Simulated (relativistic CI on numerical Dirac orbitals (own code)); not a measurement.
## Tc⁴⁺: relativistic CI calculation

- system: Tc⁴⁺.
- method: Dirac-Coulomb-Breit CI, KLI orbitals optimised for each configuration, model QED (radiative potential, 1s self-energy scaled to tabulated hydrogen-like ionisation energies), valence Slater integrals scaled by 0.8, multiplet model of photoemission in the sudden approximation (relativistic CI on numerical Dirac orbitals, in-house)

The input:
```
atom Tc  Z=43  charge=4  electrons=39
nucleus A=97  rms_radius_fm=4.4112
hamiltonian dirac-coulomb  breit=on  qed=on  c_scale=1
orbitals kli  potential=per-configuration
slater_scale 0.8
correlation none
mixing on
configurations
  [Kr] 4d3
  [Kr] 4d2
end
photoemission 4d valence T=80 lorentz=0.42 gauss=0.5
crystal_field free
```

Hardware: 1 CPU thread, shared host.

The program writes its results to a structured record and prints no log; tables and figures of this report are taken from that record.

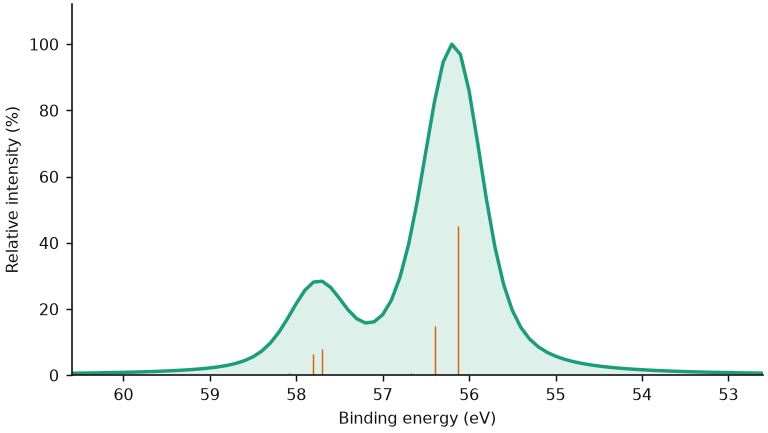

4d valence photoemission of Tc V (Tc⁴⁺), [Kr] 4d³, in no crystal field (free ion). Sticks are the strongest transitions, on a scale of their own. Multiplet model: relativistic Dirac–Coulomb–Breit theory, one configuration a step, Slater integrals scaled by 0.8, 80 K, Voigt broadening (Lorentzian 0.42 eV, Gaussian 0.5 eV full widths), computed with a radial Dirac CI code. The main maxima lie at 56.2 eV (100) and 57.7 eV (28), heights in % of the largest; the centroid is at 56.5 eV. The ground state has S = 1.49.

Summary:

- outcome: converged

Remarks:

Limits: free-ion energies without screening by ligands, so binding energies differ from solids by tens of eV.
